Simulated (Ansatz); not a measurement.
## Mo2NO2 monolayer: relaxing the cell for a phonon run

Aim: bring Mo2NO2 monolayer to small forces and stress, as phonons need.

Program: Ansatz 0.2.0. Level of theory: DFT PBEsol, scalar-relativistic, plane waves, PAW; PAW set soft_1. Results are calculated unless marked as measured.

### Step 1. The starting structure

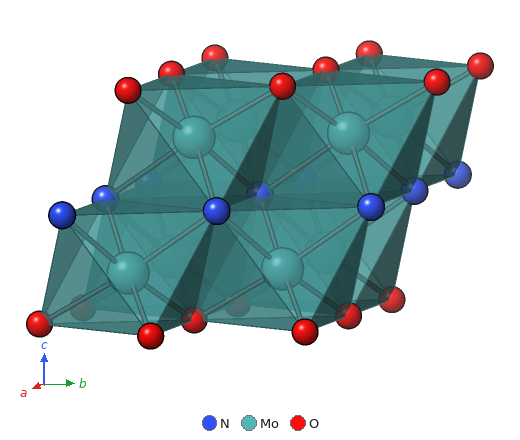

Start, viewed slightly off an axis; nitrogen blue, molybdenum teal, oxygen red. 2×2×1 cells are drawn. Some periodic images of atoms are drawn too.

The cell holds 5 atoms: 1 N, 2 Mo and 2 O. Cell: a = 2.950 Å, b = 2.950 Å, c = 20.000 Å, α = 90.0°, β = 90.0°, γ = 120.0°. Vacuum lies along c.

### Step 2. A coarse first look

First a cheap look: the gap decides the mesh and the occupations, the pressure tells how far the cell has to move.

The program solves this slab on a cell height of its own, 32.6 Å, in place of the one typed.

input.yaml reads:

```yaml
crystal:
  lattice:
    - [2.95, 0.0, 0.0]
    - [-1.475, 2.55477, 0.0]
    - [0.0, 0.0, 20.0]
  atoms:
    - { symbol: "N", position: [0.0, 0.0, 0.5] }
    - { symbol: Mo, position: [0.333333, 0.666667, 0.56] }
    - { symbol: Mo, position: [0.666667, 0.333333, 0.44] }
    - { symbol: O, position: [0.666667, 0.333333, 0.61] }
    - { symbol: O, position: [0.333333, 0.666667, 0.39] }
  periodic: [true, true, false]
kpoints:
  mp_grid: { grid: [9, 9, 1] }
hamiltonian:
  xc: pbesol
  pseudopotentials: { kind: paw, azcp: { folder: soft_1 }, xc_functional: pbe }
scf:
  occupations: { method: gaussian, width: 0.1 }
output:
  forces: true
  stress: true
  eigenvalues: true
```

The run is started by

```sh
$ ansatz run input.yaml --threads 8 --pin off --max-ram 16384MiB --backend cpu --events-out ev --progress --plain --runs-dir out
```

Numbers of over 12 decimals in the logs are rounded to 6 here.

What it wrote:

```text
[...]
k-point 0: bands = [... 19 lower, -9.1242, -7.4252, -7.4252, -6.2006, -5.5478, -5.5478, -3.7710, -2.9478, ... 1 higher]
  k-point 1: bands = [... 19 lower, -9.2676, -7.2625, -6.7652, -6.2652, -5.4297, -5.1155, -3.8648, -3.0208, ... 1 higher]
  k-point 2: bands = [... 19 lower, -9.5135, -7.5150, -6.0929, -5.5854, -4.7617, -4.7373, -3.9683, -2.6681, ... 1 higher]
  k-point 11: bands = [... 19 lower, -10.4969, -6.2411, -5.7838, -5.7838, -4.0826, -4.0826, -4.0559, -1.1428, ... 1 higher]
[key lines of the parts left out:]
SCF converged after 9 iterations
Free energy (F): -11295.003996 eV
Fermi energy:    -5.217718 eV
P = ½ c Tr σ = 19.0729 N/m
```

Wall time 1.2 s (8 threads of Arm Neoverse V2, shared host); peak memory 0.7 GiB.

This run has no spin polarisation although its electron count is odd.

Numbers from this step:

| Item | Value |
| --- | --- |
| gap on the k-mesh | 0 eV |
| area per atom | 1.507 Å² |

The coarse mesh shows no gap.

### Step 3. Rough relaxation

A rough relaxation comes first, because large forces or stress need no tight tolerances yet.

The program solves this slab on a cell height of its own, 32.6 Å, in place of the one typed.

Changes to input.yaml since step 2:

```diff
@@ -23 +23,6 @@
   eigenvalues: true
+relax:
+  adjacent_minimum: "off"
+  f_tol: 0.05
+  max_steps: 80
+  cell: { stress_2d_tol: 0.02 }
```

What it wrote:

```text
[...]
Crystal: 5 atoms, lattice volume = 245.692 Å³
Basis set: ecut = 420 eV, 4717 PW (Γ), exchange–correlation on 40×40×450 points (8 copies of the dense FFT grid, shifted against one another)
Bands: 28, of which v1, the nominal top of the filled ones, is band 23 counted from 1 (22 counted from 0)
Symmetry: 12 space group operations
[...]
cell:  # Å, volume = 275.8492 Å³
    - [3.125804, 0.0, 0]
    - [-1.562902, 2.707026, 0]
    - [0, 0, 32.6]
  atoms:
    - { symbol: N, position: [0, 0, 0.306748] }
    - { symbol: Mo, position: [0.333333, 0.666667, 0.338564] }
    - { symbol: Mo, position: [0.666667, 0.333333, 0.274933] }
    - { symbol: O, position: [0.666667, 0.333333, 0.370098] }
    - { symbol: O, position: [0.333333, 0.666667, 0.243399] }
[key lines of the parts left out:]
SCF converged after 8 iterations
Free energy (F): -11295.851805 eV
Fermi energy:    -6.075393 eV
P = ½ c Tr σ = 0.0062 N/m
```

It took 14 s on 8 threads; peak memory 0.81 GiB.

The steps of the relaxation:

```
step  energy less that of the first step (eV)  largest force component (eV/Å)  volume (Å³)
   1                                   0.0000                          2.3750       245.69
   2                                  -0.3928                          1.0737       257.35
   3                                  -0.7208                          1.2989       272.90
   4                                  -0.4367                          2.0345       292.99
   5                                  -0.7464                          0.6530       268.08
   6                                  -0.8109                          0.3179       276.27
   7                                  -0.8155                          0.0105       274.86
   8                                  -0.8155                          0.0033       274.84
  9*                                  -0.8471                          0.0019       274.84
  10                                  -0.8473                          0.0047       275.76
  11                                  -0.8473                          0.0003       275.85
 12*                                  -0.8478                          0.0003       275.85
```

Relaxation steps marked * repeat the geometry before them on a plane-wave basis chosen anew for their cell, so energy and pressure can jump there. Relaxation step 4 was tried and not accepted.

Forces are held to the 12 operations that the run works with; a distortion that breaks them can't arise in this run.

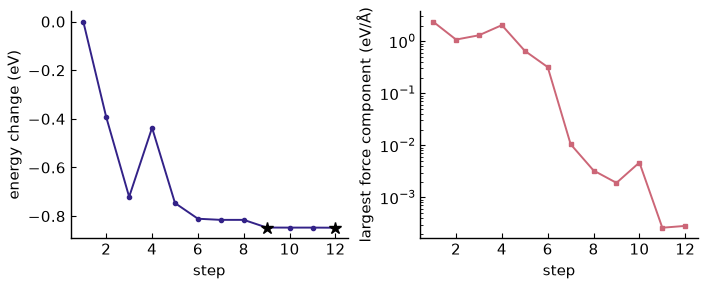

Energy and largest force along the relaxation. Stars mark steps on a basis chosen anew.

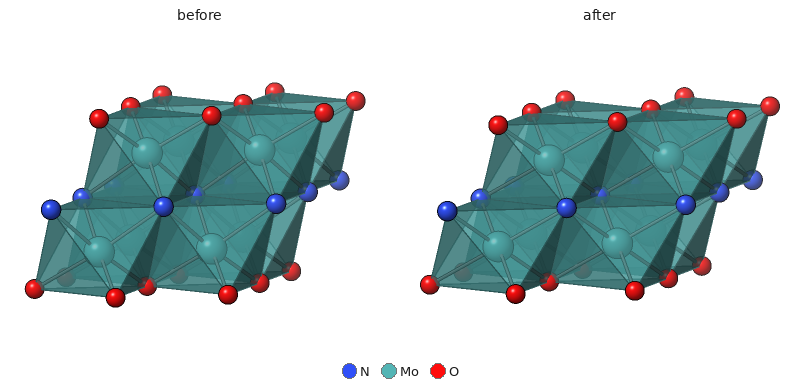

Before and after, at one scale.

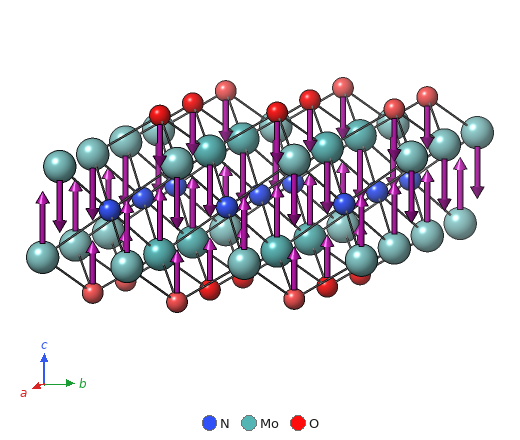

Displacements in the relaxation, exaggerated, measured against the changing cell; the longest in the cell stands for 0.16 Å. 2×2×1 cells are drawn. Some periodic images of atoms are drawn too.

```
cell as run  before  after  change
      a (Å)   2.950  3.126  +6.0 %
      b (Å)   2.950  3.126  +6.0 %
```

The atoms that moved most (Å, along periodic axes as changes of fractional coordinates times the final cell, across vacuum about the mean position):

```
atom     dx     dy      dz  length
 Mo3  0.000  0.000   0.163   0.163
 Mo2  0.000  0.000  -0.163   0.163
  O4  0.000  0.000  -0.135   0.135
  O5  0.000  0.000   0.135   0.135
```

Final coordinates:

```xyz
5
Lattice="3.1258 0.0000 0.0000 -1.5629 2.7070 0.0000 0.0000 0.0000 32.6000" Properties=species:S:1:pos:R:3
N     0.0000    0.0000   10.0000
Mo    0.0000    1.8047   11.0372
Mo    1.5629    0.9023    8.9628
O     1.5629    0.9023   12.0652
O     0.0000    1.8047    7.9348
```

This step gave:

* area per atom: 1.692 Å²

The relaxation ends with a largest force component of 2.8e-4 eV/Å.

### Step 4. Relaxation

Harmonic phonons are second derivatives at a point where the forces vanish, and they are wanted at zero stress, so atoms and cell are relaxed first.

input.yaml reads:

```yaml
crystal:
  lattice:
    - [3.1258039277, 0.0, 0.0]
    - [-1.5629019638, 2.7070256086, 0.0]
    - [0.0, 0.0, 32.6]
  atoms:
    - { symbol: "N", position: [0.0, 0.0, 0.3067484663] }
    - { symbol: Mo, position: [0.3333333333, 0.6666666667, 0.3385642378] }
    - { symbol: Mo, position: [0.6666666667, 0.3333333333, 0.2749326948] }
    - { symbol: O, position: [0.6666666667, 0.3333333333, 0.3700978502] }
    - { symbol: O, position: [0.3333333333, 0.6666666667, 0.2433990823] }
  periodic: [true, true, false]
kpoints:
  mp_grid: { grid: [15, 15, 1] }
hamiltonian:
  xc: pbesol
  pseudopotentials: { kind: paw, azcp: { folder: soft_1 }, xc_functional: pbe }
scf:
  occupations: { method: gaussian, width: 0.1 }
output:
  forces: true
  stress: true
  eigenvalues: true
  write_density: true
  write_potential: true
  elf: true
  volumetric_format: npy
relax:
  adjacent_minimum: "off"
  f_tol: 0.005
  max_steps: 80
  cell: { stress_2d_tol: 0.02 }
```

What it wrote:

```text
[...]
Crystal: 5 atoms, lattice volume = 275.849 Å³
Basis set: ecut = 420 eV, 5353 PW (Γ), exchange–correlation on 48×48×450 points (8 copies of the dense FFT grid, shifted against one another)
Bands: 28, of which v1, the nominal top of the filled ones, is band 23 counted from 1 (22 counted from 0)
[... 1 set-up line as in the run before ...]
[...]
k-points: 27 of 225
[...]
SCF iter   1: F=—  HF=-11304.018304 eV  |F-HF|=—  |Δ(HF+E_count)|=         —  Δρ=9.80e-2  dr2=3.14e1  ethr=3.10e-3  ⟨swp⟩=13.4  Hψ=5879  notcnv=0
[...]
SCF iter  11: F=-11295.842705 eV  HF=-11295.842705 eV  |F-HF|=3.19e-9  |Δ(HF+E_count)|=   4.86e-8  Δρ=2.03e-7  dr2=6.07e-11  ethr=3.09e-12  ⟨swp⟩=12.3  Hψ=7234  notcnv=0
SCF 1 converged in 11 iterations: F = -11295.842705 eV  dr2 = 6.07e-11
[...]
relax step   1: F+E_penalty+E_count = -11295.84270523 eV  Δ(F+E_penalty+E_count) = +0.000e0 eV  max|allowed force component| = 2.409e-2 eV/Å  Δτ_max = 0.0000 Å  P = +0.129 N/m  Ω = 275.849 Å³  fix = [c, alpha, beta]  reactions: c +0.000 N/m  (11 SCF iters, dr2 threshold 1.00e-7 eV, accepted)
Crystal: 5 atoms, lattice volume = 276.178 Å³
[...]
SCF iter   5: F=-11295.842568 eV  HF=-11295.842568 eV  |F-HF|=7.88e-8  |Δ(HF+E_count)|=   9.23e-8  Δρ=1.28e-6  dr2=2.72e-9  ethr=8.06e-11  ⟨swp⟩=20.0  Hψ=9157  notcnv=0
SCF 2 converged in 5 iterations: F = -11295.842568 eV  dr2 = 2.72e-9
relax step   2: F+E_penalty+E_count = -11295.84256786 eV  Δ(F+E_penalty+E_count) = +1.374e-4 eV  max|allowed force component| = 1.770e-2 eV/Å  Δτ_max = 0.0029 Å  P = -0.010 N/m  Ω = 276.178 Å³  energy of the carried Pulay correction = -1.517e-4 eV  fix = [c, alpha, beta]  reactions: c -0.000 N/m  (5 SCF iters, dr2 threshold 3.63e-8 eV, accepted)
Crystal: 5 atoms, lattice volume = 276.060 Å³
[...]
SCF iter   4: F=-11295.842655 eV  HF=-11295.842655 eV  |F-HF|=3.84e-8  |Δ(HF+E_count)|=   1.51e-8  Δρ=2.96e-6  dr2=1.57e-8  ethr=4.35e-11  ⟨swp⟩=17.5  Hψ=9528  notcnv=0
SCF 3 converged in 4 iterations: F = -11295.842655 eV  dr2 = 1.57e-8
relax step   3: F+E_penalty+E_count = -11295.84265507 eV  Δ(F+E_penalty+E_count) = -8.721e-5 eV  max|allowed force component| = 1.156e-3 eV/Å  Δτ_max = 0.0016 Å  P = +0.009 N/m  Ω = 276.060 Å³  energy of the carried Pulay correction = -9.760e-5 eV  fix = [c, alpha, beta]  reactions: c +0.000 N/m  (4 SCF iters, dr2 threshold 1.96e-8 eV, accepted)
[...]
SCF iter   1: F=—  HF=-11295.842788 eV  |F-HF|=—  |Δ(HF+E_count)|=         —  Δρ=1.22e-5  dr2=2.77e-8  ethr=3.79e-7  ⟨swp⟩=6.6  Hψ=9928  notcnv=0
eigensolver tolerance schedule: the retry pair's looser diagonalisation over-reported the residual by 6150.43 of it (diagonalisation noise at 3.04 of the residual, at the tolerance the schedule requests for it); recorded, not acted on — ethr = c·dr2/N_el stays at c = 1.0e-1
SCF iter   2: F=—  HF=-11295.842744 eV  |F-HF|=—  |Δ(HF+E_count)|=   4.47e-5  Δρ=3.39e-6  dr2=3.28e-8  ethr=6.16e-11  ⟨swp⟩=6.4  Hψ=3413  notcnv=0
[...]
SCF iter   6: F=-11295.842744 eV  HF=-11295.842744 eV  |F-HF|=2.73e-10  |Δ(HF+E_count)|=   1.83e-8  Δρ=2.26e-8  dr2=7.91e-13  ethr=1.00e-12  ⟨swp⟩=17.1  Hψ=6424  notcnv=0
SCF 4 converged in 6 iterations: F = -11295.842744 eV  dr2 = 7.91e-13
relax step   4: F+E_penalty+E_count = -11295.84274373 eV  Δ(F+E_penalty+E_count) = -8.866e-5 eV  max|allowed force component| = 1.071e-3 eV/Å  Δτ_max = 0.0000 Å  P = +0.012 N/m  Ω = 276.060 Å³  fix = [c, alpha, beta]  reactions: c +0.000 N/m  stress off target by 1.17e-2 N/m on what of the cell is left free  SCF on the basis re-selected at this cell (its energy is not comparable with the rows above)  (6 SCF iters)
[...]
WARN: The output density's exchange-correlation potential varies sharply where the density is thin. Do not read a vacuum level from v_tot or v_xc, or from such a field of the output density. On a cell that repeats whose density bears no net charge and no dipole along the vacuum's axis use v_es (v_loc + v_h of the components); under efield.dipole_correction with no amplitude use v_es + v_field, which holds any externa [...]
SCF converged after 6 iterations
Free energy (F): -11295.842744 eV
[...]
Internal energy: -11295.830344 eV  (E = F + TS)
E sigma→0 (E₀):  -11295.836544 eV
Entropy (-TS):   -0.012400 eV (-2.480 meV/atom)
Fermi energy:    -6.095294 eV
[...]
--- Forces (eV/Å), atoms counted from 1 ---
  atom   1  N     -0.00000000    -0.00000000     0.00000000
  atom   2  Mo    -0.00000000     0.00000000    -0.00013015
  atom   3  Mo     0.00000000    -0.00000000     0.00013015
  atom   4  O     -0.00000000     0.00000000     0.00107058
  atom   5  O      0.00000000    -0.00000000    -0.00107058
  max |Σ_I F_I| component: 4.63e-18 eV/Å
--- 2D stress c σ (N/m, compression-positive) ---
        0.011718       0.000000       0.000000
        0.000000       0.011718       0.000000
        0.000000       0.000000       0.000000
  P = ½ c Tr σ = 0.0117 N/m
--- Band table (eV; the first three rows and the last of 27) ---
  k-point 0: bands = [... 19 lower, -9.1687, -8.6703, -8.6703, -6.4189, -5.3387, -5.3387, -4.4365, -3.4747, ... 1 higher]
  k-point 1: bands = [... 19 lower, -9.0580, -8.2915, -8.2530, -6.5591, -5.3025, -5.1713, -4.4168, -3.5564, ... 1 higher]
  k-point 2: bands = [... 19 lower, -8.9550, -7.9904, -7.7170, -6.6329, -5.1582, -4.9199, -4.3644, -3.6456, ... 1 higher]
  k-point 26: bands = [... 19 lower, -10.2411, -6.9660, -6.9660, -6.8181, -4.4851, -4.4851, -3.8417, -2.1234, ... 1 higher]
--- Relaxed structure (3 steps of the walk, 3 accepted, 1 SCFs on fresh bases) ---
[...]
cell:  # Å, volume = 276.0604 Å³
    - [3.127000, -2.887870727399289e-11, 0]
    - [-1.563500, 2.708062, 0]
    - [0, 0, 32.6]
  atoms:
    - { symbol: N, position: [0, 0, 0.30674846628] }
    - { symbol: Mo, position: [0.333333, 0.666667, 0.338534] }
    - { symbol: Mo, position: [0.666667, 0.333333, 0.274963] }
    - { symbol: O, position: [0.666667, 0.333333, 0.370058] }
    - { symbol: O, position: [0.333333, 0.666667, 0.243439] }
```

It took 10 s on 8 threads; peak memory 0.91 GiB.

Little changed from the start: no atom moved by 0.005 Å and no cell edge by 0.1 %.

This step gave:

* area per atom: 1.694 Å²

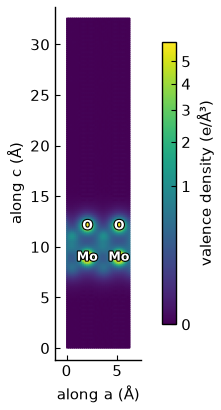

Valence density in the ac plane at fractional y = 0.333, with atoms of Mo and O within 0.2 Å of it. It is the smooth field of the valence electrons, not physical close to the nuclei. The colour scale is stretched toward low values.

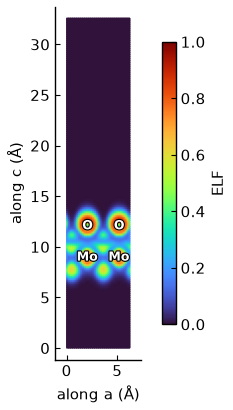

ELF in the ac plane at fractional y = 0.333, with atoms of Mo and O within 0.2 Å of it. It is the smooth field of the valence electrons, not physical close to the nuclei.

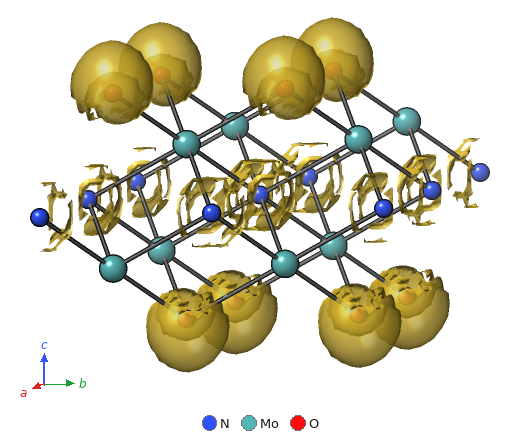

Surface of ELF = 0.78. 2×2×1 cells are drawn.

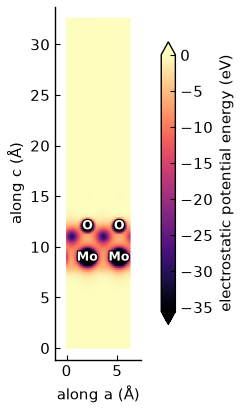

Electrostatic potential energy in the ac plane at fractional y = 0.333, with atoms of Mo and O within 0.2 Å of it. With pseudopotentials it is smooth inside the atoms' cores, unlike the true potential.

### Step 5. Relaxing to small forces for the phonons

Phonons need a cell at rest on their own settings, so the relaxation is repeated with tight tolerances on forces and stress, using the mesh and the filling of the phonon run that follows.

input.yaml, the sections that differ from step 4:

```yaml
crystal:
  lattice:
    - [3.1270003189, 0.0, 0.0]
    - [-1.5635001594, 2.7080617138, 0.0]
    - [0.0, 0.0, 32.6]
  atoms:
    - { symbol: "N", position: [0.0, 0.0, 0.3067484663] }
    - { symbol: Mo, position: [0.3333333333, 0.6666666667, 0.3385336439] }
    - { symbol: Mo, position: [0.6666666667, 0.3333333333, 0.2749632886] }
    - { symbol: O, position: [0.6666666667, 0.3333333333, 0.3700578891] }
    - { symbol: O, position: [0.3333333333, 0.6666666667, 0.2434390434] }
  periodic: [true, true, false]
kpoints:
  mp_grid: { grid: [18, 18, 1] }
scf:
  occupations: { method: methfessel_paxton, width: 0.2 }
relax:
  adjacent_minimum: "off"
  f_tol: 0.001
  max_steps: 60
  cell: { stress_2d_tol: 0.002 }
# hamiltonian, output: as in step 4
```

What it wrote:

```text
[...]
Crystal: 5 atoms, lattice volume = 276.060 Å³
Basis set: ecut = 420 eV, 5353 PW (Γ), exchange–correlation on 48×48×450 points (8 copies of the dense FFT grid, shifted against one another)
Bands: 28, of which v1, the nominal top of the filled ones, is band 23 counted from 1 (22 counted from 0)
[... 1 set-up line as in the run before ...]
[...]
k-points: 37 of 324
[...]
cell:  # Å, volume = 276.1660 Å³
    - [3.127598, -2.8872956962168226e-11, 0]
    - [-1.563799, 2.708580, 0]
    - [0, 0, 32.6]
  atoms:
    - { symbol: N, position: [0, 0, 0.306748] }
    - { symbol: Mo, position: [0.333333, 0.666667, 0.338522] }
    - { symbol: Mo, position: [0.666667, 0.333333, 0.274975] }
    - { symbol: O, position: [0.666667, 0.333333, 0.370028] }
    - { symbol: O, position: [0.333333, 0.666667, 0.243469] }
[key lines of the parts left out:]
SCF converged after 8 iterations
Free energy (F): -11295.835196 eV
Fermi energy:    -6.094093 eV
P = ½ c Tr σ = 0.0017 N/m
```

The job ended after 16 s (8 threads; peak memory 0.92 GiB; 2 min of CPU time).

Little changed from the start: no atom moved by 0.005 Å and no cell edge by 0.1 %.

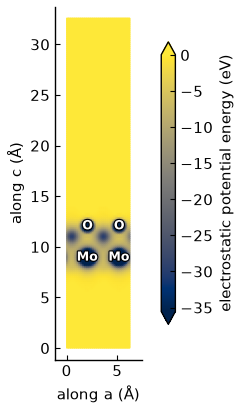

Electrostatic potential energy in the ac plane at fractional y = 0.333, with atoms of Mo and O within 0.2 Å of it. With pseudopotentials it is smooth inside the atoms' cores, unlike the true potential.

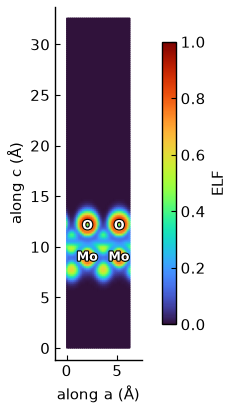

ELF in the ac plane at fractional y = 0.333, with atoms of Mo and O within 0.2 Å of it. It is the smooth field of the valence electrons, not physical close to the nuclei.

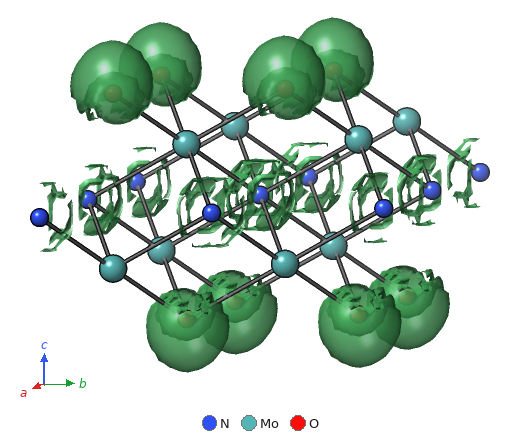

Surface of ELF = 0.78. 2×2×1 cells are drawn.

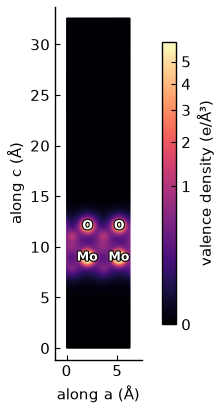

Valence density in the ac plane at fractional y = 0.333, with atoms of Mo and O within 0.2 Å of it. It is the smooth field of the valence electrons, not physical close to the nuclei. The colour scale is stretched toward low values.

The largest force component left is 0.28 meV/Å, within the tolerances set.

### Step 6. What came out

```
space group after relaxation (within 0.01 Å) : P-3m1
lattice constant a                           : 3.128 Å
lattice constant b                           : 3.128 Å
area per atom                                : 1.69 Å²
```

In words: The largest force component left is 0.28 meV/Å, within the tolerances set. The relaxation keeps the symmetry of its start, so it says nothing on stability against lower symmetry. The runs are without spin polarisation, although the cell has an odd electron count. The PAW files were made for PBE and serve the other functionals too. The starting cell was built on a prototype and not taken from a measurement.

[Logs are printed without paths, hosts, clocks, repeated set-up lines and the standing remarks that a program may print on its own settings, such as how far it seeks lower states.]

[Hosts, paths, dates, database ids (printed as entryN), source tags and the programs' standing remarks are cut or masked in the printed files.]
